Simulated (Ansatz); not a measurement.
# CH4OSSi: one molecule under many settings

Aim: run CH4OSSi under a spread of inputs, and see what each costs and gives.

Program: Ansatz 0.2.0, Gaussian basis. Level of theory: the settings change from run to run. These are calculated values, not measurements.

**1. The molecule**

An earlier PBE0-D4 in a triple-zeta def2 set relaxation fixed the geometry.

8 atoms, charge 0, spin multiplicity 1.

Atoms are counted from 1 here; the program's logs count them from 0.

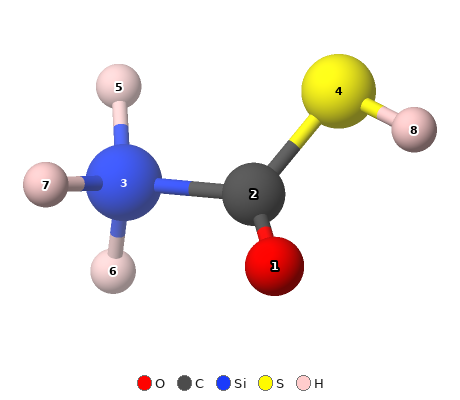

The geometry (oxygen red, carbon dark grey, silicon blue, sulfur yellow, hydrogen pink); atoms are numbered from 1 in the order of the file.

**2. PBE/6-31G***

Set apart from the defaults: multiplicity 3, D4 dispersion.

in.yaml

```yaml
crystal:
  periodic: [false, false, false]
  atoms:
    - {symbol: O, position_ang: [-0.419104, -0.636159, 1.647322]}
    - {symbol: C, position_ang: [-0.256605, -0.512945, 0.463540]}
    - {symbol: Si, position_ang: [0.522678, 1.083251, -0.284292]}
    - {symbol: S, position_ang: [-0.707132, -1.766296, -0.725364]}
    - {symbol: H, position_ang: [0.605248, 0.964664, -1.761059]}
    - {symbol: H, position_ang: [-0.347482, 2.217461, 0.106219]}
    - {symbol: H, position_ang: [1.872458, 1.229038, 0.309787]}
    - {symbol: H, position_ang: [-1.177962, -2.636214, 0.188145]}
basis:
  gaussian: {orbitals: "6-31G*"}
magnetization: {spin_polarized: true, initial_magnetization: 2}
hamiltonian: {xc: {name: PBE}, dispersion: d4}
output: {forces: true}
```

Launch:

```
$ ansatz run in.yaml --threads 2 --pin off --events-out ev --progress --plain --max-ram 4352MiB
```

The log of the run:

```text
Functional definition: PBE
  name "PBE"
  cite "Perdew, Burke & Ernzerhof, Phys. Rev. Lett. 77, 3865 (1996) doi:10.1103/PhysRevLett.77.3865"
  parent pbe
  parameter kappa = 0.804
  parameter beta = 0.06672455060314922
  exchange = pbe_x(kappa = kappa, mu = beta*pi^2/3)
  correlation = pbe_c(beta = beta)
894 factors; their error is unknown
mean field evaluation 1: about -21835.3667 eV, gradient 4.1e1 eV
mean field evaluation 2: about -21688.0560 eV, gradient 1.5e2 eV
mean field evaluation 4: about -21842.3714 eV, gradient 2.6e1 eV
mean field evaluation 8: about -21844.9815 eV, gradient 1.9e-1 eV
mean field evaluation 16: about -21844.9161 eV, gradient 4.7e-4 eV
mean field evaluation 32: about -21843.5798 eV, gradient 3.1e0 eV
mean field -21844.91609850 eV, -802.7858596039 hartree, gradient 4.7e-6 eV, S^2 2.003023; 5 other end points of the search recorded, 0 dependent functions left out
the calculation of the forces begins
reference -21844.91613314 eV, -802.7858608768 hartree; 25, 23 occupied and 51, 53 virtual orbitals, 894 factors
Total energy: -21845.09482635 eV, -802.7924277312 hartree
Atom 0 at    -0.419104    -0.636159     1.647322 Å, force    -0.832952    -0.663879     5.907872 eV/Å
Atom 1 at    -0.256605    -0.512945     0.463540 Å, force     1.284077     1.670077    -5.929326 eV/Å
Atom 2 at     0.522678     1.083251    -0.284292 Å, force    -0.394299    -0.776288     0.530044 eV/Å
Atom 3 at    -0.707132    -1.766296    -0.725364 Å, force    -0.140956    -0.472694    -0.767443 eV/Å
Atom 4 at     0.605248     0.964664    -1.761059 Å, force    -0.081501    -0.225929    -0.209919 eV/Å
Atom 5 at    -0.347482     2.217461     0.106219 Å, force    -0.055323     0.460895     0.092002 eV/Å
Atom 6 at     1.872458     1.229038     0.309787 Å, force     0.362168     0.274414     0.130584 eV/Å
Atom 7 at    -1.177962    -2.636214     0.188145 Å, force    -0.141215    -0.266596     0.246187 eV/Å
Dipole moment:     0.006505    -0.017537    -0.157606 e Å
```

It took 4 s on 2 threads of Arm Neoverse V1, shared host.

Largest force 6.292 eV/Å, dipole 0.76 D, ⟨S²⟩ 2.003.

**3. B97M-V/aug-cc-pVTZ**

in.yaml: that of step 2 with these lines changed.

```diff
@@ -12,5 +12,4 @@
 basis:
-  gaussian: {orbitals: "6-31G*"}
-magnetization: {spin_polarized: true, initial_magnetization: 2}
-hamiltonian: {xc: {name: PBE}, dispersion: d4}
+  gaussian: {orbitals: aug-cc-pVTZ}
+hamiltonian: {xc: {name: B97M-V}}
 output: {forces: true}
```

Launched as before.

The log of the run:

```text
Functional definition: B97M-V
  name "B97M-V"
  cite "Mardirossian & Head-Gordon, J. Chem. Phys. 142, 074111 (2015) doi:10.1063/1.4907719"
  cite "Becke, J. Chem. Phys. 107, 8554 (1997) doi:10.1063/1.475007"
  cite "Vydrov & Van Voorhis, J. Chem. Phys. 133, 244103 (2010) doi:10.1063/1.3521275"
  # Of w^i u^j: cxij and so on, Table III.
  parameter cx00 = 1.000
  parameter cx01 = 1.308
  parameter cx02 = 1.901
  parameter cx10 = 0.416
  parameter cx11 = 3.070
  parameter css00 = 1.000
  parameter css02 = -1.855
  parameter css10 = -5.668
  parameter css32 = -20.497
  parameter css42 = -20.364
  parameter cos00 = 1.000
  parameter cos01 = 1.573
  parameter cos03 = -6.298
  parameter cos10 = 2.535
  parameter cos32 = -6.427
  parameter b = 6.0
  parameter c = 0.01
  gx(w, u) = cx00 + cx01*u + cx02*u^2 + (cx10 + cx11*u)*w
  gss(w, u) = css00 + css02*u^2 + css10*w + (css32*w^3 + css42*w^4)*u^2
  gos(w, u) = cos00 + cos01*u + cos03*u^3 + cos10*w + cos32*w^3*u^2
  exchange = spin_sum(e_x_unif_s*gx(b97_w, b97_u_x))
  correlation = spin_sum(e_c_pw_mod_same_spin*gss(b97_w, b97_u_same))
      + integral(e_c_pw_mod_opposite_spin*gos(b97_w_opposite, b97_u_opposite)) + vv10(b, c)
1343 factors; their error is unknown
mean field evaluation 1: about -21851.1048 eV, gradient 5.8e1 eV
mean field evaluation 2: about -21752.4105 eV, gradient 1.8e2 eV
mean field evaluation 4: about -21856.7207 eV, gradient 3.0e1 eV
mean field evaluation 8: about -21858.4535 eV, gradient 2.9e-1 eV
mean field evaluation 16: about -21858.4195 eV, gradient 2.9e-4 eV
mean field -21858.41948410 eV, -803.2820998717 hartree, gradient 3.4e-5 eV, S^2 0.000000; 0 other end points of the search recorded, 0 dependent functions left out
the calculation of the forces begins
reference -21858.41957893 eV, -803.2821033569 hartree; 24, 24 occupied and 260, 260 virtual orbitals, 1343 factors
Total energy: -21858.41957893 eV, -803.2821033569 hartree
Atom 0 at    -0.419104    -0.636159     1.647322 Å, force    -0.023585    -0.026932     0.126354 eV/Å
Atom 1 at    -0.256605    -0.512945     0.463540 Å, force     0.063681     0.136917    -0.027627 eV/Å
Atom 2 at     0.522678     1.083251    -0.284292 Å, force    -0.003303    -0.006702     0.003652 eV/Å
Atom 3 at    -0.707132    -1.766296    -0.725364 Å, force    -0.053127    -0.132984    -0.067298 eV/Å
Atom 4 at     0.605248     0.964664    -1.761059 Å, force     0.005893     0.016946     0.017564 eV/Å
Atom 5 at    -0.347482     2.217461     0.106219 Å, force     0.030008    -0.010298    -0.011452 eV/Å
Atom 6 at     1.872458     1.229038     0.309787 Å, force    -0.025611     0.014441    -0.016591 eV/Å
Atom 7 at    -1.177962    -2.636214     0.188145 Å, force     0.006043     0.008611    -0.024601 eV/Å
Dipole moment:     0.034806     0.022775    -0.271326 e Å
```

Wall time 25 s (2 threads of Arm Neoverse V1, shared host); peak memory 0.49 GiB.

Largest force 0.158 eV/Å, dipole 1.32 D.

**4. CAM-B3LYP/6-31++G****

Set apart from the defaults: atoms shaken by 0.15 Å, D3(BJ) with three-body dispersion, the search for lower states set to full.

in.yaml

```yaml
crystal:
  periodic: [false, false, false]
  atoms:
    - {symbol: O, position_ang: [-0.442320, -0.710325, 1.783571]}
    - {symbol: C, position_ang: [-0.297940, -0.669850, 0.521737]}
    - {symbol: Si, position_ang: [0.220449, 0.878690, 0.128286]}
    - {symbol: S, position_ang: [-0.891016, -1.814259, -0.854301]}
    - {symbol: H, position_ang: [0.690180, 0.764036, -1.410554]}
    - {symbol: H, position_ang: [-0.133583, 2.107920, -0.067388]}
    - {symbol: H, position_ang: [1.851883, 1.450414, 0.379991]}
    - {symbol: H, position_ang: [-1.178066, -2.739286, 0.105209]}
basis:
  gaussian: {orbitals: "6-31++G**"}
hamiltonian: {xc: {name: CAM-B3LYP}, dispersion: d3bjatm}
scf: {lower_state_search: full}
```

The command is unchanged.

The log of the run:

```text
Functional definition: CAM-B3LYP
  name "CAM-B3LYP"
  cite "Yanai, Tew & Handy, Chem. Phys. Lett. 393, 51 (2004) doi:10.1016/j.cplett.2004.06.011"
  cite "Iikura, Tsuneda, Yanai & Hirao, J. Chem. Phys. 115, 3540 (2001) doi:10.1063/1.1383587"
  cite "Becke, Phys. Rev. A 38, 3098 (1988) doi:10.1103/PhysRevA.38.3098"
  cite "Lee, Yang & Parr, Phys. Rev. B 37, 785 (1988) doi:10.1103/PhysRevB.37.785"
  cite "Vosko, Wilk & Nusair, Can. J. Phys. 58, 1200 (1980) doi:10.1139/p80-159"
  parameter alpha = 0.19
  parameter beta = 0.46
  parameter omega = 0.33/bohr
  parameter ac = 0.81
  # Exact exchange under (alpha + beta erf(omega r))/r, Becke's under what is left of 1/r.
  exchange = (1 - alpha - beta)*b88_x + beta*b88_x_sr(omega) + alpha*exact_x + beta*exact_x_lr(omega)
  correlation = (1 - ac)*vwn5_c + ac*lyp_c
1096 factors; their error is unknown
315 factors; integrals over basis functions are off by at most 2.8e-5 eV
mean field evaluation 1: about -21851.6420 eV, gradient 4.6e1 eV
mean field evaluation 2: about -21835.8373 eV, gradient 1.0e2 eV
mean field evaluation 4: about -21856.2727 eV, gradient 6.3e0 eV
mean field evaluation 8: about -21856.3775 eV, gradient 1.4e-1 eV
mean field evaluation 16: about -21856.4576 eV, gradient 3.9e-4 eV
mean field -21856.45762500 eV, -803.2100028796 hartree, gradient 8.2e-5 eV, S^2 0.000000; 0 other end points of the search recorded, 0 dependent functions left out
reference -21856.45778699 eV, -803.2100088328 hartree; 24, 24 occupied and 84, 84 virtual orbitals, 1096 factors
Total energy: -21856.61325273 eV, -803.2157220932 hartree
```

Wall time 2.5 s (2 threads of Arm Neoverse V1, shared host).

**5. B2PLYP/def2-TZVPP**

This run has finite nuclei, high accuracy, the search for lower states set to off.

in.yaml

```yaml
crystal:
  periodic: [false, false, false]
  atoms:
    - {symbol: O, position_ang: [-0.419104, -0.636159, 1.647322]}
    - {symbol: C, position_ang: [-0.256605, -0.512945, 0.463540]}
    - {symbol: Si, position_ang: [0.522678, 1.083251, -0.284292]}
    - {symbol: S, position_ang: [-0.707132, -1.766296, -0.725364]}
    - {symbol: H, position_ang: [0.605248, 0.964664, -1.761059]}
    - {symbol: H, position_ang: [-0.347482, 2.217461, 0.106219]}
    - {symbol: H, position_ang: [1.872458, 1.229038, 0.309787]}
    - {symbol: H, position_ang: [-1.177962, -2.636214, 0.188145]}
basis:
  gaussian: {orbitals: def2-TZVPP, nuclear_model: gaussian}
hamiltonian: {xc: {name: B2PLYP}}
accuracy: high
scf: {lower_state_search: off}
output: {forces: true}
```

The command is unchanged.

The log of the run:

```text
Functional definition: B2PLYP
  name "B2PLYP"
  cite "Grimme, J. Chem. Phys. 124, 034108 (2006) doi:10.1063/1.2148954"
  cite "Becke, Phys. Rev. A 38, 3098 (1988) doi:10.1103/PhysRevA.38.3098"
  cite "Lee, Yang & Parr, Phys. Rev. B 37, 785 (1988) doi:10.1103/PhysRevB.37.785"
  parameter a = 0.53
  parameter c = 0.27
  exchange = (1 - a)*b88_x + a*exact_x
  correlation = (1 - c)*lyp_c + c*(mp2_os + mp2_ss)
these checks for a lower state are left out or cut short: starts, cluster_reference, orbital_swaps, neighbouring_geometries, increment
3507 factors; integrals over basis functions are off by at most 1.2e-8 eV
mean field evaluation 1: about -21844.6097 eV, gradient 4.3e1 eV
mean field evaluation 2: about -21844.7373 eV, gradient 4.3e1 eV
mean field evaluation 4: about -21848.2755 eV, gradient 6.0e0 eV
mean field evaluation 8: about -21848.3742 eV, gradient 7.8e-1 eV
mean field evaluation 16: about -21848.3765 eV, gradient 1.6e-4 eV
mean field -21848.37650697 eV, -802.9130272698 hartree, gradient 9.0e-8 eV, S^2 0.000000; 0 other end points of the search recorded, 0 dependent functions left out
12 core orbitals not correlated: weight in the atoms' cores, before any rotation towards them, 1.000 or more for the frozen orbitals, at most 0.000 for the correlated occupied ones
reference -21848.37653415 eV, -802.9130282684 hartree; 12, 12 occupied and 178, 178 virtual orbitals, 3507 factors
second order -23.24018584 eV of doubles, -0.00000000 eV of singles
the calculation of the forces begins
Total energy: -21854.65138433 eV, -803.1436247592 hartree
Atom 0 at    -0.419104    -0.636159     1.647322 Å, force    -0.093946    -0.064823     0.714636 eV/Å
Atom 1 at    -0.256605    -0.512945     0.463540 Å, force     0.153159     0.228778    -0.561355 eV/Å
Atom 2 at     0.522678     1.083251    -0.284292 Å, force     0.075737     0.163666    -0.031636 eV/Å
Atom 3 at    -0.707132    -1.766296    -0.725364 Å, force    -0.120218    -0.286232    -0.080684 eV/Å
Atom 4 at     0.605248     0.964664    -1.761059 Å, force    -0.006761     0.017071     0.156420 eV/Å
Atom 5 at    -0.347482     2.217461     0.106219 Å, force     0.097903    -0.116806    -0.045797 eV/Å
Atom 6 at     1.872458     1.229038     0.309787 Å, force    -0.143596    -0.009300    -0.067984 eV/Å
Atom 7 at    -1.177962    -2.636214     0.188145 Å, force     0.037721     0.067645    -0.083599 eV/Å
Dipole moment:     0.049004     0.052364    -0.282428 e Å
Checks for a lower state left out: starts, cluster_reference, orbital_swaps, neighbouring_geometries, increment
```

Run time: 59 s. Hardware: 2 threads of Arm Neoverse V1, shared host; peak memory 1.1 GiB.

Largest force 0.724 eV/Å, dipole 1.40 D.

**6. B3LYP5/STO-3G**

This run has charge +1, multiplicity 2, finite nuclei, high accuracy.

in.yaml: that of step 5 with these lines changed.

```diff
@@ -12,6 +12,7 @@
 basis:
-  gaussian: {orbitals: def2-TZVPP, nuclear_model: gaussian}
-hamiltonian: {xc: {name: B2PLYP}}
+  gaussian: {orbitals: STO-3G, nuclear_model: gaussian}
+total_charge: 1
+magnetization: {spin_polarized: true, initial_magnetization: 1}
+hamiltonian: {xc: {name: B3LYP5}}
 accuracy: high
-scf: {lower_state_search: off}
 output: {forces: true}
```

Same command.

The log of the run:

```text
Functional definition: B3LYP5
  name "B3LYP5"
  cite "Stephens, Devlin, Chabalowski & Frisch, J. Phys. Chem. 98, 11623 (1994) doi:10.1021/j100096a001"
  cite "Becke, Phys. Rev. A 38, 3098 (1988) doi:10.1103/PhysRevA.38.3098"
  cite "Lee, Yang & Parr, Phys. Rev. B 37, 785 (1988) doi:10.1103/PhysRevB.37.785"
  cite "Vosko, Wilk & Nusair, Can. J. Phys. 58, 1200 (1980) doi:10.1139/p80-159"
  parameter a0 = 0.2
  parameter ax = 0.72
  parameter ac = 0.81
  exchange = (1 - a0 - ax)*slater_x + ax*b88_x + a0*exact_x
  correlation = (1 - ac)*vwn5_c + ac*lyp_c
634 factors; integrals over basis functions are off by at most 2.2e-8 eV
mean field evaluation 1: about -21590.2541 eV, gradient 2.8e1 eV
mean field evaluation 2: about -21537.3910 eV, gradient 9.9e1 eV
mean field evaluation 4: about -21596.8728 eV, gradient 1.2e1 eV
mean field evaluation 8: about -21597.5681 eV, gradient 2.9e-1 eV
mean field evaluation 16: about -21597.5691 eV, gradient 1.1e-4 eV
mean field evaluation 32: about -21596.7813 eV, gradient 7.0e0 eV
mean field -21597.56910616 eV, -793.6960252931 hartree, gradient 2.8e-8 eV, S^2 0.756556; 2 other end points of the search recorded, 0 dependent functions left out
the calculation of the forces begins
reference -21597.56913775 eV, -793.6960264540 hartree; 24, 23 occupied and 8, 9 virtual orbitals, 634 factors
Total energy: -21597.56913775 eV, -793.6960264540 hartree
Atom 0 at    -0.419104    -0.636159     1.647322 Å, force    -0.968185    -0.748080     6.984027 eV/Å
Atom 1 at    -0.256605    -0.512945     0.463540 Å, force     0.649979     0.059418    -6.859901 eV/Å
Atom 2 at     0.522678     1.083251    -0.284292 Å, force     1.167082     2.432490    -0.914119 eV/Å
Atom 3 at    -0.707132    -1.766296    -0.725364 Å, force     0.322148     0.580862    -0.695807 eV/Å
Atom 4 at     0.605248     0.964664    -1.761059 Å, force    -0.265032    -0.406709     0.916054 eV/Å
Atom 5 at    -0.347482     2.217461     0.106219 Å, force     0.252827    -0.851886    -0.030469 eV/Å
Atom 6 at     1.872458     1.229038     0.309787 Å, force    -0.790239    -0.387316    -0.126256 eV/Å
Atom 7 at    -1.177962    -2.636214     0.188145 Å, force    -0.368580    -0.678779     0.726470 eV/Å
Dipole moment:    -0.070791    -0.155637     0.015417 e Å
```

Wall time 4 s (2 threads of Arm Neoverse V1, shared host).

Largest force 7.090 eV/Å, ⟨S²⟩ 0.757.

(Part 1 of 2 ends here.)
